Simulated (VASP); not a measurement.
# Driving VASP from ASE on In2Ag, part 2 of 4

Do ASE scripts that read In2Ag from different structure formats give one answer, and do several routes find one equilibrium volume? All runs use PBEsol. Left out of this account: 1 further run (fields: a reference on another mesh). The start is a cell from a database of measured crystal structures.

VASP 6.6.1; PBEsol; plane waves and PAW (In_d, Ag).

So far. Step 2 (A single point (PBEsol, through ASE)): The pressure is -1.41 GPa and the largest force 0.028 eV/Å, so the cell is not at a minimum at these settings.

## (3) Total energy, forces and stress (PBEsol, through ASE)

System of this step: In2Ag. It takes space group I4/mcm (No. 140, tetragonal). Conventional cell: a = 6.881 Å, b = 6.881 Å, c = 5.620 Å, α = 90.00°, β = 90.00°, γ = 90.00°. Nearest to In lie 4 Ag at 2.95 Å and 1 In at 3.04 Å. Ag has 2 Ag at 2.81 Å and 8 In at 2.95 Å nearest. Farther neighbours are not listed.

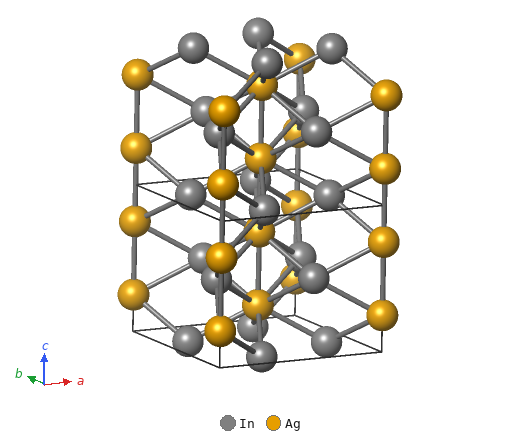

The cell of this step (indium grey, silver orange). 1×1×2 cells are drawn. Some periodic images of atoms are drawn too.

The single point through ASE, with the structure read from a CIF with its space group. The file expands to the conventional cell of 12 atoms, on a 3×3×4 mesh.

Input file run.py:

```python
import numpy as np
from ase.calculators.vasp import Vasp
from ase.io import read
from ase.dft.bandgap import bandgap

atoms = read('In2Ag.cif')

calc = Vasp(
    xc='pbesol',
    pp='PBE',
    prec='Accurate',
    encut=400,
    ediff=1e-06,
    nelm=100,
    ismear=-1,
    sigma=0.05,
    lreal=False,
    algo='Normal',
    nbands=91,
    lasph=True,
    lorbit=11,
    lwave=False,
    lcharg=False,
    kpar=4,
    isif=2,
    pp_version='64',
    setups={'In': '_d', 'Ag': ''},
    kpts=(3, 3, 4),
    gamma=True,
    txt='vasp.out',
)
atoms.calc = calc

print("energy (eV):", round(atoms.get_potential_energy(), 6))
print("Fermi level (eV):", round(calc.get_fermi_level(), 4))
print("forces (eV/A):")
print(np.round(atoms.get_forces(), 4))
print("stress (GPa, Voigt, tension positive):", np.round(atoms.get_stress() * 160.21766, 3))
gap, p1, p2 = bandgap(calc, direct=False)
print("gap on the mesh (eV):", round(gap, 4))
```

Input file In2Ag.cif:

```cif
data_In2Ag
_cell_length_a 6.88100000
_cell_length_b 6.88100000
_cell_length_c 5.62000000
_cell_angle_alpha 90.00000000
_cell_angle_beta 90.00000000
_cell_angle_gamma 90.00000000
_space_group_name_H-M_alt 'I4/mcm'
_space_group_name_Hall '-I 4 2c'
_space_group_IT_number 140
loop_
_space_group_symop_operation_xyz
'x,y,z'
'-x,-y,-z'
'-y,x,z'
'y,-x,-z'
'-x,-y,z'
'x,y,-z'
'y,-x,z'
'-y,x,-z'
'x,-y,-z+1/2'
'-x,y,z+1/2'
'-y,-x,-z+1/2'
'y,x,z+1/2'
'-x,y,-z+1/2'
'x,-y,z+1/2'
'y,x,-z+1/2'
'-y,-x,z+1/2'
'x+1/2,y+1/2,z+1/2'
'-x+1/2,-y+1/2,-z+1/2'
'-y+1/2,x+1/2,z+1/2'
'y+1/2,-x+1/2,-z+1/2'
'-x+1/2,-y+1/2,z+1/2'
'x+1/2,y+1/2,-z+1/2'
'y+1/2,-x+1/2,z+1/2'
'-y+1/2,x+1/2,-z+1/2'
'x+1/2,-y+1/2,-z'
'-x+1/2,y+1/2,z'
'-y+1/2,-x+1/2,-z'
'y+1/2,x+1/2,z'
'-x+1/2,y+1/2,-z'
'x+1/2,-y+1/2,z'
'y+1/2,x+1/2,-z'
'-y+1/2,-x+1/2,z'
loop_
_atom_site_label
_atom_site_type_symbol
_atom_site_symmetry_multiplicity
_atom_site_Wyckoff_symbol
_atom_site_fract_x
_atom_site_fract_y
_atom_site_fract_z
_atom_site_occupancy
In1 In 8 h 0.1563000000 0.6563000000 0.0000000000 1
Ag1 Ag 4 a 0.0000000000 0.0000000000 0.2500000000 1
```

Potentials, in the order of the species: In_d and Ag (PBE family, release 64).

Launch:

```console
$ export ASE_VASP_COMMAND="mpirun -np 4 vasp_std"
$ python run.py
```

The log of the run:

```text
energy (eV): -37.766502
Fermi level (eV): 8.1389
forces (eV/A):
[[ 0.028  0.028  0.   ]
 [-0.028 -0.028  0.   ]
 [-0.028  0.028  0.   ]
 [ 0.028 -0.028  0.   ]
 [ 0.028 -0.028 -0.   ]
 [-0.028  0.028  0.   ]
 [-0.028 -0.028 -0.   ]
 [ 0.028  0.028  0.   ]
 [-0.    -0.    -0.   ]
 [-0.     0.    -0.   ]
 [-0.    -0.    -0.   ]
 [-0.     0.    -0.   ]]
stress (GPa, Voigt, tension positive): [ 2.001  2.001 -1.049 -0.    -0.    -0.   ]
gap on the mesh (eV): 0.0
```

Elapsed: 72 s, on 4 MPI ranks of Intel Xeon Platinum 8488C (Sapphire Rapids), shared host; peak memory 1.4 GiB.

The INCAR that ASE wrote:

```
ENCUT = 400.000000
SIGMA = 0.050000
EDIFF = 1.00e-06
ALGO = Normal
GGA = PS
PREC = Accurate
ISIF = 2
ISMEAR = -1
KPAR = 4
LORBIT = 11
NBANDS = 91
NELM = 100
LASPH = .TRUE.
LCHARG = .FALSE.
LWAVE = .FALSE.
LREAL = .FALSE.
```

ASE turned this into the KPOINTS:

```
KPOINTS created by Atomic Simulation Environment
0
Gamma
3 3 4
0 0 0
```

VASP's own log, vasp.out:

```text
[banner, memory and clock lines left out]
running    4 mpi-ranks, on    1 nodes
 distrk:  each k-point on    1 cores,    4 groups
 distr:  one band on    1 cores,    1 groups

 POSCAR found type information on POSCAR InAg
 POSCAR found :  2 types and      12 ions
 [... a notice as in an earlier step ...]

 LDA part: xc-table for (Slater+PW92), standard interpolation
 POSCAR, INCAR and KPOINTS ok, starting setup
 FFT: planning ... GRIDC
 FFT: planning ... GRID_SOFT
 FFT: planning ... GRID
 WAVECAR not read
 entering main loop
       N       E                     dE             d eps       ncg     rms          rms(c)
DAV:   1     0.165013552489E+04    0.16501E+04   -0.56328E+04  1638   0.190E+03
DAV:   2     0.233193888033E+03   -0.14169E+04   -0.13701E+04  1638   0.545E+02
DAV:   3    -0.236789867926E+02   -0.25687E+03   -0.24551E+03  1676   0.230E+02
DAV:   4    -0.399150917713E+02   -0.16236E+02   -0.15834E+02  1932   0.631E+01
DAV:   5    -0.404593399656E+02   -0.54425E+00   -0.54269E+00  2156   0.103E+01    0.144E+01
DAV:   6    -0.380320460798E+02    0.24273E+01   -0.12984E+01  1780   0.181E+01    0.959E+00
DAV:   7    -0.378592938209E+02    0.17275E+00   -0.10492E+00  1924   0.593E+00    0.490E+00
DAV:   8    -0.378075651761E+02    0.51729E-01   -0.24347E-01  2116   0.302E+00    0.762E-01
DAV:   9    -0.377984701409E+02    0.90950E-02   -0.56220E-02  2089   0.154E+00    0.607E-01
DAV:  10    -0.377982207257E+02    0.24942E-03   -0.56299E-03  2084   0.442E-01    0.316E-01
DAV:  11    -0.377979700716E+02    0.25065E-03   -0.10809E-03  1881   0.213E-01    0.798E-02
DAV:  12    -0.377979790725E+02   -0.90008E-05   -0.16291E-04  2244   0.711E-02    0.204E-02
DAV:  13    -0.377979798579E+02   -0.78544E-06   -0.61578E-06  1641   0.111E-02
   1 F= -.37797980E+02 E0= -.37766502E+02  d E =-.629554E-01
```

Parts of OUTCAR (step 3):

```text
  LATTYP: Found a simple tetragonal cell.
 ALAT       =     6.8810000000
 C/A-ratio  =     0.8167417527

 Found      9 irreducible k-points:

   k-points           NKPTS =      9   k-points in BZ     NKDIM =      9   number of bands    NBANDS=     91

   dimension x,y,z NGX =    48 NGY =   48 NGZ =   40
   dimension x,y,z NGXF=    96 NGYF=   96 NGZF=   80

   ENCUT  =  400.0 eV  29.40 Ry    5.42 a.u.  11.22 11.22  9.16*2*pi/ulx,y,z

   NELECT =     148.0000    total number of electrons

 E-fermi :   8.1389

 k-point     1 :       0.0000    0.0000    0.0000
  band No.  band energies     occupation
    ...
     71       6.7231      2.00000
     72       7.2616      2.00000
     73       7.5594      1.99998
     74       7.5594      1.99998
     75       7.7021      1.99968
     76       8.3418      0.03394
     77       8.3418      0.03394
     78       8.9127      0.00000
     79       9.9903      0.00000
     80      10.4748      0.00000
    ...

 k-point     2 :       0.3333    0.0000    0.0000
  band No.  band energies     occupation
    ...
     70       6.0713      2.00000
     71       6.5770      2.00000
     72       7.2626      2.00000
     73       8.0174      1.83801
     74       8.0981      1.38677
     75       8.3323      0.04094
     76       8.7764      0.00001
     77       9.2376      0.00000
     78       9.2742      0.00000
     79       9.5350      0.00000
    ...

  Total       -3.3237081     -3.3237081      1.7419320      0.0000000      0.0000000      0.0000000
  in kB      -20.0121627    -20.0121627     10.4882333      0.0000000      0.0000000      0.0000000
  external PRESSURE =      -9.8453641 kB  Pullay stress =       0.0000000 kB

  energy-cutoff  :      400.00
  volume of cell :      266.10
      direct lattice vectors                 reciprocal lattice vectors
     6.881000000  0.000000000  0.000000000     0.145327714  0.000000000  0.000000000
     0.000000000  6.881000000  0.000000000     0.000000000  0.145327714  0.000000000
     0.000000000  0.000000000  5.620000000     0.000000000  0.000000000  0.177935943

 POSITION                                       TOTAL-FORCE (eV/Angst)
 -----------------------------------------------------------------------------------
      1.07550      4.51600      0.00000         0.028019      0.028019      0.000000
      5.80550      2.36500      0.00000        -0.028019     -0.028019      0.000000
      2.36500      1.07550      0.00000        -0.028019      0.028019      0.000000
      4.51600      5.80550      0.00000         0.028019     -0.028019      0.000000
      1.07550      2.36500      2.81000         0.028019     -0.028019     -0.000000
      5.80550      4.51600      2.81000        -0.028019      0.028019      0.000000
      2.36500      5.80550      2.81000        -0.028019     -0.028019     -0.000000
      4.51600      1.07550      2.81000         0.028019      0.028019      0.000000
      0.00000      0.00000      1.40500        -0.000000     -0.000000     -0.000000
      0.00000      0.00000      4.21500        -0.000000      0.000000     -0.000000
      3.44050      3.44050      4.21500        -0.000000     -0.000000     -0.000000
      3.44050      3.44050      1.40500        -0.000000      0.000000     -0.000000
 -----------------------------------------------------------------------------------
    total drift:                                0.000000      0.000000     -0.000000

  FREE ENERGIE OF THE ION-ELECTRON SYSTEM (eV)
  ---------------------------------------------------
  free  energy   TOTEN  =       -37.7979798579 eV

  energy  without entropy=      -37.7350244970  energy(sigma->0) =      -37.76650218

 total charge
# of ion       s       p       d       tot
------------------------------------------
    1        0.946   0.552   9.857  11.356
    2        0.946   0.552   9.857  11.356
    3        0.946   0.552   9.857  11.356
    4        0.946   0.552   9.857  11.356
    5        0.946   0.552   9.857  11.356
    6        0.946   0.552   9.857  11.356
    7        0.946   0.552   9.857  11.356
    8        0.946   0.552   9.857  11.356
    9        0.444   0.354   9.115   9.913
   10        0.444   0.354   9.115   9.913
   11        0.444   0.354   9.115   9.913
   12        0.444   0.354   9.115   9.913
--------------------------------------------------
tot          9.345   5.833 115.317 130.495

[... 2 parts as in an earlier step ...]

[... 7 further parts left out ...]
```

The k-mesh is coarse for a metal.

Numbers from this step:

```yaml
electrons: 148
bands: 91
irreducible_k_points: 9
free_energy_toten: -37.80 eV
energy_at_zero_smearing: -37.77 eV
fermi_energy: 8.139 eV
pressure: -0.9845 GPa
```

The energy lies -6.71 meV an atom from the first script, since this cell and mesh sample the zone at other points.

(Part 2 of 4 ends here.)

[Lines on the potential files, build, host, timing and source positions are cut from VASP's logs without a mark.]

[Logs are printed without paths, hosts, clocks, repeated set-up lines and the standing remarks that a program may print on its own settings, such as how far it seeks lower states.]

[Hosts, paths, dates, database ids (printed as entryN), source tags and the programs' standing remarks are cut or masked in the printed files.]

[A measured line is paired with the nearest computed mode of its activity, which favours agreement.]
